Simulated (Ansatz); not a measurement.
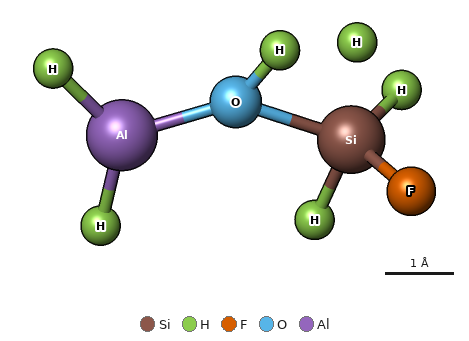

The structure as given in the input (ball-and-stick view, seen at a tilt). Sticks mark near contacts. Bond lengths as drawn: Al–H 1.58 Å, Al–O 1.76 Å, F–Si 1.62 Å, H–O 1.13 Å, H–Si 1.49 to 1.50 Å and O–Si 1.84 Å.

## Molecular dynamics, with input and output: AlSiH$_{6}$OF (part 1 of 5)

System: AlSiH$_{6}$OF.
Method: RKS PBE0-D4/6-31G* (Ansatz 0.2.0).

It belongs to a series of runs on one base structure; here: dynamics from the highest image of the converged band.

Output
```
Engine: ansatz 0.2.0, aarch64-unknown-linux-gnu
Functional definition: PBE0
  parameter a = 0.25
  parameter kappa = 0.804
  parameter beta = 0.06672455060314922
  exchange = (1 - a)*pbe_x(kappa = kappa, mu = beta*pi^2/3) + a*exact_x
  correlation = pbe_c(beta = beta)
823 factors; integrals over basis functions are off by at most 4.6e-4 eV
mean field evaluation 1: about -19319.8488 eV, gradient 5.1e1 eV
mean field evaluation 2: about -19310.5911 eV, gradient 8.8e1 eV
mean field evaluation 4: about -19324.1181 eV, gradient 4.7e0 eV
mean field evaluation 8: about -19324.1754 eV, gradient 5.8e-2 eV
mean field evaluation 16: about -19324.1754 eV, gradient 1.3e-5 eV
mean field -19324.17539687 eV, -710.1503474383 hartree, gradient 1.3e-5 eV, S^2 0.000000; 0 other end points of the search recorded, 0 dependent functions left out
the calculation of the forces begins
reference -19324.17543389 eV, -710.1503487990 hartree; 25, 25 occupied and 55, 55 virtual orbitals, 823 factors
md step     0: t =     0.00 fs  T =   100.0 K  F+E_penalty+E_count = -19324.32697676 eV  E_kin = 0.103408 eV  conserved = -19324.22356876 eV  (24 SCF iters)
these checks for a lower state are left out or cut short: starts, cluster_reference, orbital_swaps, neighbouring_geometries, increment
823 factors; integrals over basis functions are off by at most 4.6e-4 eV
mean field -19324.17500242 eV, -710.1503329426 hartree, gradient 1.7e-5 eV, S^2 0.000000; 0 other end points of the search recorded, 0 dependent functions left out
the calculation of the forces begins
reference -19324.17503943 eV, -710.1503343028 hartree; 25, 25 occupied and 55, 55 virtual orbitals, 823 factors
md step     1: t =     0.50 fs  T =    99.6 K  F+E_penalty+E_count = -19324.32652159 eV  E_kin = 0.102959 eV  conserved = -19324.22356291 eV  (23 SCF iters)
[... from here on the SCF iterations and repeated set-up lines of each step are left out, up to the last step ...]
md step     2: t =     1.00 fs  T =    97.7 K  F+E_penalty+E_count = -19324.32456097 eV  E_kin = 0.101017 eV  conserved = -19324.22354374 eV  (23 SCF iters)
md step     3: t =     1.50 fs  T =    94.7 K  F+E_penalty+E_count = -19324.32140584 eV  E_kin = 0.097892 eV  conserved = -19324.22351384 eV  (24 SCF iters)
md step     4: t =     2.00 fs  T =    91.0 K  F+E_penalty+E_count = -19324.31753944 eV  E_kin = 0.094063 eV  conserved = -19324.22347680 eV  (23 SCF iters)
md step     5: t =     2.50 fs  T =    87.2 K  F+E_penalty+E_count = -19324.31355957 eV  E_kin = 0.090123 eV  conserved = -19324.22343701 eV  (23 SCF iters)
md step     6: t =     3.00 fs  T =    83.9 K  F+E_penalty+E_count = -19324.31010949 eV  E_kin = 0.086710 eV  conserved = -19324.22339901 eV  (23 SCF iters)
md step     7: t =     3.50 fs  T =    81.7 K  F+E_penalty+E_count = -19324.30780710 eV  E_kin = 0.084440 eV  conserved = -19324.22336678 eV  (23 SCF iters)
md step     8: t =     4.00 fs  T =    81.1 K  F+E_penalty+E_count = -19324.30718163 eV  E_kin = 0.083838 eV  conserved = -19324.22334338 eV  (23 SCF iters)
md step     9: t =     4.50 fs  T =    82.5 K  F+E_penalty+E_count = -19324.30862556 eV  E_kin = 0.085295 eV  conserved = -19324.22333055 eV  (23 SCF iters)
md step    10: t =     5.00 fs  T =    86.1 K  F+E_penalty+E_count = -19324.31236758 eV  E_kin = 0.089039 eV  conserved = -19324.22332854 eV  (23 SCF iters)
md step    11: t =     5.50 fs  T =    92.0 K  F+E_penalty+E_count = -19324.31846851 eV  E_kin = 0.095132 eV  conserved = -19324.22333629 eV  (25 SCF iters)
md step    12: t =     6.00 fs  T =   100.1 K  F+E_penalty+E_count = -19324.32683820 eV  E_kin = 0.103487 eV  conserved = -19324.22335163 eV  (25 SCF iters)
md step    13: t =     6.50 fs  T =   110.1 K  F+E_penalty+E_count = -19324.33726944 eV  E_kin = 0.113897 eV  conserved = -19324.22337214 eV  (26 SCF iters)
md step    14: t =     7.00 fs  T =   121.9 K  F+E_penalty+E_count = -19324.34948033 eV  E_kin = 0.126085 eV  conserved = -19324.22339490 eV  (26 SCF iters)
md step    15: t =     7.50 fs  T =   135.1 K  F+E_penalty+E_count = -19324.36316030 eV  E_kin = 0.139743 eV  conserved = -19324.22341719 eV  (26 SCF iters)
md step    16: t =     8.00 fs  T =   149.5 K  F+E_penalty+E_count = -19324.37801198 eV  E_kin = 0.154575 eV  conserved = -19324.22343708 eV  (25 SCF iters)
md step    17: t =     8.50 fs  T =   164.7 K  F+E_penalty+E_count = -19324.39378345 eV  E_kin = 0.170330 eV  conserved = -19324.22345328 eV  (25 SCF iters)
md step    18: t =     9.00 fs  T =   180.7 K  F+E_penalty+E_count = -19324.41028851 eV  E_kin = 0.186823 eV  conserved = -19324.22346559 eV  (25 SCF iters)
md step    19: t =     9.50 fs  T =   197.2 K  F+E_penalty+E_count = -19324.42741106 eV  E_kin = 0.203937 eV  conserved = -19324.22347450 eV  (25 SCF iters)
md step    20: t =    10.00 fs  T =   214.3 K  F+E_penalty+E_count = -19324.44509411 eV  E_kin = 0.221613 eV  conserved = -19324.22348154 eV  (25 SCF iters)
md step    21: t =    10.50 fs  T =   231.9 K  F+E_penalty+E_count = -19324.46331309 eV  E_kin = 0.239824 eV  conserved = -19324.22348924 eV  (26 SCF iters)
md step    22: t =    11.00 fs  T =   250.0 K  F+E_penalty+E_count = -19324.48203708 eV  E_kin = 0.258537 eV  conserved = -19324.22350033 eV  (26 SCF iters)
md step    23: t =    11.50 fs  T =   268.5 K  F+E_penalty+E_count = -19324.50118744 eV  E_kin = 0.277670 eV  conserved = -19324.22351725 eV  (25 SCF iters)
md step    24: t =    12.00 fs  T =   287.3 K  F+E_penalty+E_count = -19324.52060403 eV  E_kin = 0.297064 eV  conserved = -19324.22353986 eV  (25 SCF iters)
md step    25: t =    12.50 fs  T =   306.0 K  F+E_penalty+E_count = -19324.54003902 eV  E_kin = 0.316472 eV  conserved = -19324.22356745 eV  (25 SCF iters)
md step    26: t =    13.00 fs  T =   324.5 K  F+E_penalty+E_count = -19324.55917646 eV  E_kin = 0.335581 eV  conserved = -19324.22359589 eV  (25 SCF iters)
md step    27: t =    13.50 fs  T =   342.4 K  F+E_penalty+E_count = -19324.57768490 eV  E_kin = 0.354064 eV  conserved = -19324.22362135 eV  (25 SCF iters)
md step    28: t =    14.00 fs  T =   359.4 K  F+E_penalty+E_count = -19324.59527791 eV  E_kin = 0.371638 eV  conserved = -19324.22364001 eV  (25 SCF iters)
md step    29: t =    14.50 fs  T =   375.3 K  F+E_penalty+E_count = -19324.61176728 eV  E_kin = 0.388117 eV  conserved = -19324.22364989 eV  (25 SCF iters, 3 dispersion substeps)
md step    30: t =    15.00 fs  T =   390.1 K  F+E_penalty+E_count = -19324.62708870 eV  E_kin = 0.403437 eV  conserved = -19324.22365175 eV  (25 SCF iters, 3 dispersion substeps)
md step    31: t =    15.50 fs  T =   403.9 K  F+E_penalty+E_count = -19324.64128894 eV  E_kin = 0.417641 eV  conserved = -19324.22364780 eV  (25 SCF iters, 3 dispersion substeps)
md step    32: t =    16.00 fs  T =   416.6 K  F+E_penalty+E_count = -19324.65448215 eV  E_kin = 0.430840 eV  conserved = -19324.22364206 eV  (25 SCF iters, 3 dispersion substeps)
md step    33: t =    16.50 fs  T =   428.5 K  F+E_penalty+E_count = -19324.66678746 eV  E_kin = 0.443149 eV  conserved = -19324.22363805 eV  (27 SCF iters, 3 dispersion substeps)
md step    34: t =    17.00 fs  T =   439.7 K  F+E_penalty+E_count = -19324.67827588 eV  E_kin = 0.454638 eV  conserved = -19324.22363752 eV  (26 SCF iters, 3 dispersion substeps)
md step    35: t =    17.50 fs  T =   450.0 K  F+E_penalty+E_count = -19324.68894705 eV  E_kin = 0.465308 eV  conserved = -19324.22363938 eV  (26 SCF iters, 3 dispersion substeps)
md step    36: t =    18.00 fs  T =   459.4 K  F+E_penalty+E_count = -19324.69874793 eV  E_kin = 0.475107 eV  conserved = -19324.22364084 eV  (26 SCF iters, 3 dispersion substeps)
md step    37: t =    18.50 fs  T =   468.0 K  F+E_penalty+E_count = -19324.70762309 eV  E_kin = 0.483985 eV  conserved = -19324.22363787 eV  (25 SCF iters, 3 dispersion substeps)
md step    38: t =    19.00 fs  T =   475.7 K  F+E_penalty+E_count = -19324.71557880 eV  E_kin = 0.491951 eV  conserved = -19324.22362765 eV  (26 SCF iters, 3 dispersion substeps)
md step    39: t =    19.50 fs  T =   482.7 K  F+E_penalty+E_count = -19324.72273265 eV  E_kin = 0.499123 eV  conserved = -19324.22360960 eV  (25 SCF iters, 3 dispersion substeps)
md step    40: t =    20.00 fs  T =   489.1 K  F+E_penalty+E_count = -19324.72932987 eV  E_kin = 0.505745 eV  conserved = -19324.22358500 eV  (25 SCF iters, 3 dispersion substeps)
md step    41: t =    20.50 fs  T =   495.3 K  F+E_penalty+E_count = -19324.73572223 eV  E_kin = 0.512165 eV  conserved = -19324.22355762 eV  (25 SCF iters, 3 dispersion substeps)
md step    42: t =    21.00 fs  T =   501.7 K  F+E_penalty+E_count = -19324.74231398 eV  E_kin = 0.518782 eV  conserved = -19324.22353164 eV  (25 SCF iters, 3 dispersion substeps)
md step    43: t =    21.50 fs  T =   508.7 K  F+E_penalty+E_count = -19324.74949652 eV  E_kin = 0.525986 eV  conserved = -19324.22351084 eV  (25 SCF iters, 3 dispersion substeps)
md step    44: t =    22.00 fs  T =   516.5 K  F+E_penalty+E_count = -19324.75759030 eV  E_kin = 0.534093 eV  conserved = -19324.22349724 eV  (23 SCF iters, 3 dispersion substeps)
md step    45: t =    22.50 fs  T =   525.4 K  F+E_penalty+E_count = -19324.76680990 eV  E_kin = 0.543319 eV  conserved = -19324.22349133 eV  (23 SCF iters, 3 dispersion substeps)
md step    46: t =    23.00 fs  T =   535.5 K  F+E_penalty+E_count = -19324.77725377 eV  E_kin = 0.553762 eV  conserved = -19324.22349201 eV  (23 SCF iters, 3 dispersion substeps)
md step    47: t =    23.50 fs  T =   546.8 K  F+E_penalty+E_count = -19324.78891469 eV  E_kin = 0.565416 eV  conserved = -19324.22349881 eV  (24 SCF iters, 3 dispersion substeps)
md step    48: t =    24.00 fs  T =   559.1 K  F+E_penalty+E_count = -19324.80169386 eV  E_kin = 0.578184 eV  conserved = -19324.22351016 eV  (22 SCF iters, 3 dispersion substeps)
md step    49: t =    24.50 fs  T =   572.4 K  F+E_penalty+E_count = -19324.81541710 eV  E_kin = 0.591891 eV  conserved = -19324.22352565 eV  (23 SCF iters, 3 dispersion substeps)
md step    50: t =    25.00 fs  T =   586.3 K  F+E_penalty+E_count = -19324.82984146 eV  E_kin = 0.606296 eV  conserved = -19324.22354499 eV  (22 SCF iters, 3 dispersion substeps)
md step    51: t =    25.50 fs  T =   600.6 K  F+E_penalty+E_count = -19324.84465836 eV  E_kin = 0.621090 eV  conserved = -19324.22356833 eV  (22 SCF iters, 3 dispersion substeps)
md step    52: t =    26.00 fs  T =   614.9 K  F+E_penalty+E_count = -19324.85949486 eV  E_kin = 0.635900 eV  conserved = -19324.22359473 eV  (22 SCF iters, 3 dispersion substeps)
md step    53: t =    26.50 fs  T =   628.9 K  F+E_penalty+E_count = -19324.87392333 eV  E_kin = 0.650300 eV  conserved = -19324.22362309 eV  (23 SCF iters, 3 dispersion substeps)
md step    54: t =    27.00 fs  T =   642.0 K  F+E_penalty+E_count = -19324.88747982 eV  E_kin = 0.663828 eV  conserved = -19324.22365150 eV  (23 SCF iters, 3 dispersion substeps)
md step    55: t =    27.50 fs  T =   653.7 K  F+E_penalty+E_count = -19324.89969538 eV  E_kin = 0.676018 eV  conserved = -19324.22367775 eV  (23 SCF iters, 3 dispersion substeps)
md step    56: t =    28.00 fs  T =   663.8 K  F+E_penalty+E_count = -19324.91013652 eV  E_kin = 0.686438 eV  conserved = -19324.22369884 eV  (24 SCF iters, 3 dispersion substeps)
md step    57: t =    28.50 fs  T =   671.8 K  F+E_penalty+E_count = -19324.91845263 eV  E_kin = 0.694741 eV  conserved = -19324.22371167 eV  (24 SCF iters, 3 dispersion substeps)
md step    58: t =    29.00 fs  T =   677.6 K  F+E_penalty+E_count = -19324.92442264 eV  E_kin = 0.700709 eV  conserved = -19324.22371409 eV  (23 SCF iters, 3 dispersion substeps)
md step    59: t =    29.50 fs  T =   681.1 K  F+E_penalty+E_count = -19324.92799109 eV  E_kin = 0.704286 eV  conserved = -19324.22370480 eV  (24 SCF iters, 3 dispersion substeps)
md step    60: t =    30.00 fs  T =   682.3 K  F+E_penalty+E_count = -19324.92928717 eV  E_kin = 0.705603 eV  conserved = -19324.22368454 eV  (23 SCF iters, 3 dispersion substeps)
md step    61: t =    30.50 fs  T =   681.7 K  F+E_penalty+E_count = -19324.92861490 eV  E_kin = 0.704959 eV  conserved = -19324.22365561 eV  (25 SCF iters, 3 dispersion substeps)
md step    62: t =    31.00 fs  T =   679.6 K  F+E_penalty+E_count = -19324.92641309 eV  E_kin = 0.702790 eV  conserved = -19324.22362286 eV  (24 SCF iters, 3 dispersion substeps)
md step    63: t =    31.50 fs  T =   676.5 K  F+E_penalty+E_count = -19324.92318213 eV  E_kin = 0.699590 eV  conserved = -19324.22359195 eV  (23 SCF iters, 3 dispersion substeps)
md step    64: t =    32.00 fs  T =   672.9 K  F+E_penalty+E_count = -19324.91939389 eV  E_kin = 0.695825 eV  conserved = -19324.22356878 eV  (23 SCF iters, 3 dispersion substeps)
md step    65: t =    32.50 fs  T =   669.0 K  F+E_penalty+E_count = -19324.91540289 eV  E_kin = 0.691846 eV  conserved = -19324.22355709 eV  (24 SCF iters, 3 dispersion substeps)
md step    66: t =    33.00 fs  T =   665.2 K  F+E_penalty+E_count = -19324.91138752 eV  E_kin = 0.687830 eV  conserved = -19324.22355729 eV  (23 SCF iters, 3 dispersion substeps)
md step    67: t =    33.50 fs  T =   661.2 K  F+E_penalty+E_count = -19324.90734135 eV  E_kin = 0.683775 eV  conserved = -19324.22356660 eV  (23 SCF iters, 3 dispersion substeps)
md step    68: t =    34.00 fs  T =   657.1 K  F+E_penalty+E_count = -19324.90311856 eV  E_kin = 0.679539 eV  conserved = -19324.22357907 eV  (23 SCF iters, 3 dispersion substeps)
md step    69: t =    34.50 fs  T =   652.7 K  F+E_penalty+E_count = -19324.89852347 eV  E_kin = 0.674936 eV  conserved = -19324.22358771 eV  (22 SCF iters, 3 dispersion substeps)
md step    70: t =    35.00 fs  T =   647.8 K  F+E_penalty+E_count = -19324.89341678 eV  E_kin = 0.669830 eV  conserved = -19324.22358661 eV  (22 SCF iters, 3 dispersion substeps)
md step    71: t =    35.50 fs  T =   642.3 K  F+E_penalty+E_count = -19324.88780873 eV  E_kin = 0.664237 eV  conserved = -19324.22357213 eV  (22 SCF iters, 3 dispersion substeps)
md step    72: t =    36.00 fs  T =   636.7 K  F+E_penalty+E_count = -19324.88191628 eV  E_kin = 0.658372 eV  conserved = -19324.22354412 eV  (23 SCF iters, 3 dispersion substeps)
md step    73: t =    36.50 fs  T =   631.2 K  F+E_penalty+E_count = -19324.87616998 eV  E_kin = 0.652665 eV  conserved = -19324.22350540 eV  (23 SCF iters, 3 dispersion substeps)
md step    74: t =    37.00 fs  T =   626.4 K  F+E_penalty+E_count = -19324.87117140 eV  E_kin = 0.647710 eV  conserved = -19324.22346126 eV  (24 SCF iters, 3 dispersion substeps)
md step    75: t =    37.50 fs  T =   623.0 K  F+E_penalty+E_count = -19324.86761021 eV  E_kin = 0.644192 eV  conserved = -19324.22341868 eV  (24 SCF iters, 3 dispersion substeps)
md step    76: t =    38.00 fs  T =   621.6 K  F+E_penalty+E_count = -19324.86615772 eV  E_kin = 0.642773 eV  conserved = -19324.22338431 eV  (23 SCF iters, 3 dispersion substeps)
md step    77: t =    38.50 fs  T =   622.8 K  F+E_penalty+E_count = -19324.86736109 eV  E_kin = 0.643998 eV  conserved = -19324.22336309 eV  (23 SCF iters, 3 dispersion substeps)
md step    78: t =    39.00 fs  T =   626.8 K  F+E_penalty+E_count = -19324.87156120 eV  E_kin = 0.648203 eV  conserved = -19324.22335781 eV  (22 SCF iters, 3 dispersion substeps)
md step    79: t =    39.50 fs  T =   633.9 K  F+E_penalty+E_count = -19324.87884899 eV  E_kin = 0.655481 eV  conserved = -19324.22336821 eV  (22 SCF iters, 3 dispersion substeps)
md step    80: t =    40.00 fs  T =   643.7 K  F+E_penalty+E_count = -19324.88906805 eV  E_kin = 0.665676 eV  conserved = -19324.22339171 eV  (23 SCF iters, 3 dispersion substeps)
md step    81: t =    40.50 fs  T =   656.1 K  F+E_penalty+E_count = -19324.90185500 eV  E_kin = 0.678431 eV  conserved = -19324.22342419 eV  (23 SCF iters, 3 dispersion substeps)
md step    82: t =    41.00 fs  T =   670.4 K  F+E_penalty+E_count = -19324.91670314 eV  E_kin = 0.693242 eV  conserved = -19324.22346130 eV  (23 SCF iters, 3 dispersion substeps)
md step    83: t =    41.50 fs  T =   686.1 K  F+E_penalty+E_count = -19324.93303280 eV  E_kin = 0.709534 eV  conserved = -19324.22349918 eV  (25 SCF iters, 3 dispersion substeps)
md step    84: t =    42.00 fs  T =   702.8 K  F+E_penalty+E_count = -19324.95025740 eV  E_kin = 0.726724 eV  conserved = -19324.22353384 eV  (23 SCF iters, 3 dispersion substeps)
md step    85: t =    42.50 fs  T =   719.8 K  F+E_penalty+E_count = -19324.96784545 eV  E_kin = 0.744284 eV  conserved = -19324.22356173 eV  (23 SCF iters, 3 dispersion substeps)
md step    86: t =    43.00 fs  T =   736.7 K  F+E_penalty+E_count = -19324.98537833 eV  E_kin = 0.761799 eV  conserved = -19324.22357906 eV  (24 SCF iters, 3 dispersion substeps)
md step    87: t =    43.50 fs  T =   753.4 K  F+E_penalty+E_count = -19325.00260807 eV  E_kin = 0.779026 eV  conserved = -19324.22358248 eV  (23 SCF iters, 3 dispersion substeps)
md step    88: t =    44.00 fs  T =   769.7 K  F+E_penalty+E_count = -19325.01950870 eV  E_kin = 0.795939 eV  conserved = -19324.22356953 eV  (24 SCF iters, 3 dispersion substeps)
md step    89: t =    44.50 fs  T =   786.0 K  F+E_penalty+E_count = -19325.03630855 eV  E_kin = 0.812768 eV  conserved = -19324.22354049 eV  (23 SCF iters, 3 dispersion substeps)
md step    90: t =    45.00 fs  T =   802.6 K  F+E_penalty+E_count = -19325.05348151 eV  E_kin = 0.829982 eV  conserved = -19324.22349970 eV  (23 SCF iters, 3 dispersion substeps)
md step    91: t =    45.50 fs  T =   820.3 K  F+E_penalty+E_count = -19325.07167789 eV  E_kin = 0.848222 eV  conserved = -19324.22345582 eV  (23 SCF iters, 3 dispersion substeps)
md step    92: t =    46.00 fs  T =   839.6 K  F+E_penalty+E_count = -19325.09158895 eV  E_kin = 0.868169 eV  conserved = -19324.22342020 eV  (22 SCF iters, 3 dispersion substeps)
md step    93: t =    46.50 fs  T =   861.0 K  F+E_penalty+E_count = -19325.11376521 eV  E_kin = 0.890360 eV  conserved = -19324.22340537 eV  (24 SCF iters, 3 dispersion substeps)
md step    94: t =    47.00 fs  T =   884.9 K  F+E_penalty+E_count = -19325.13842807 eV  E_kin = 0.915008 eV  conserved = -19324.22342020 eV  (22 SCF iters, 3 dispersion substeps)
md step    95: t =    47.50 fs  T =   910.8 K  F+E_penalty+E_count = -19325.16533692 eV  E_kin = 0.941870 eV  conserved = -19324.22346687 eV  (23 SCF iters, 3 dispersion substeps)
md step    96: t =    48.00 fs  T =   938.2 K  F+E_penalty+E_count = -19325.19376071 eV  E_kin = 0.970222 eV  conserved = -19324.22353906 eV  (23 SCF iters, 3 dispersion substeps)
md step    97: t =    48.50 fs  T =   966.0 K  F+E_penalty+E_count = -19325.22257514 eV  E_kin = 0.998951 eV  conserved = -19324.22362391 eV  (23 SCF iters, 3 dispersion substeps)
md step    98: t =    49.00 fs  T =   992.9 K  F+E_penalty+E_count = -19325.25046108 eV  E_kin = 1.026756 eV  conserved = -19324.22370541 eV  (25 SCF iters, 3 dispersion substeps)
md step    99: t =    49.50 fs  T =  1017.7 K  F+E_penalty+E_count = -19325.27614942 eV  E_kin = 1.052380 eV  conserved = -19324.22376982 eV  (25 SCF iters, 3 dispersion substeps)
md step   100: t =    50.00 fs  T =  1039.4 K  F+E_penalty+E_count = -19325.29864085 eV  E_kin = 1.074833 eV  conserved = -19324.22380740 eV  (25 SCF iters, 3 dispersion substeps)
md step   101: t =    50.50 fs  T =  1057.5 K  F+E_penalty+E_count = -19325.31735364 eV  E_kin = 1.093539 eV  conserved = -19324.22381494 eV  (24 SCF iters, 3 dispersion substeps)
md step   102: t =    51.00 fs  T =  1071.8 K  F+E_penalty+E_count = -19325.33217286 eV  E_kin = 1.108377 eV  conserved = -19324.22379538 eV  (24 SCF iters, 3 dispersion substeps)
md step   103: t =    51.50 fs  T =  1082.8 K  F+E_penalty+E_count = -19325.34340929 eV  E_kin = 1.119654 eV  conserved = -19324.22375527 eV  (24 SCF iters, 3 dispersion substeps)
md step   104: t =    52.00 fs  T =  1090.8 K  F+E_penalty+E_count = -19325.35169741 eV  E_kin = 1.127995 eV  conserved = -19324.22370272 eV  (24 SCF iters, 3 dispersion substeps)
md step   105: t =    52.50 fs  T =  1096.8 K  F+E_penalty+E_count = -19325.35786524 eV  E_kin = 1.134219 eV  conserved = -19324.22364624 eV  (25 SCF iters, 3 dispersion substeps)
md step   106: t =    53.00 fs  T =  1101.7 K  F+E_penalty+E_count = -19325.36280215 eV  E_kin = 1.139209 eV  conserved = -19324.22359325 eV  (23 SCF iters, 3 dispersion substeps)
md step   107: t =    53.50 fs  T =  1106.1 K  F+E_penalty+E_count = -19325.36734253 eV  E_kin = 1.143793 eV  conserved = -19324.22354937 eV  (23 SCF iters, 3 dispersion substeps)
md step   108: t =    54.00 fs  T =  1110.8 K  F+E_penalty+E_count = -19325.37217203 eV  E_kin = 1.148653 eV  conserved = -19324.22351921 eV  (23 SCF iters, 3 dispersion substeps)
md step   109: t =    54.50 fs  T =  1116.2 K  F+E_penalty+E_count = -19325.37775476 eV  E_kin = 1.154249 eV  conserved = -19324.22350618 eV  (23 SCF iters, 3 dispersion substeps)
md step   110: t =    55.00 fs  T =  1122.5 K  F+E_penalty+E_count = -19325.38428172 eV  E_kin = 1.160770 eV  conserved = -19324.22351211 eV  (23 SCF iters, 3 dispersion substeps)
md step   111: t =    55.50 fs  T =  1129.6 K  F+E_penalty+E_count = -19325.39164443 eV  E_kin = 1.168108 eV  conserved = -19324.22353646 eV  (23 SCF iters, 3 dispersion substeps)
md step   112: t =    56.00 fs  T =  1137.1 K  F+E_penalty+E_count = -19325.39944323 eV  E_kin = 1.175867 eV  conserved = -19324.22357618 eV  (23 SCF iters, 3 dispersion substeps)
```
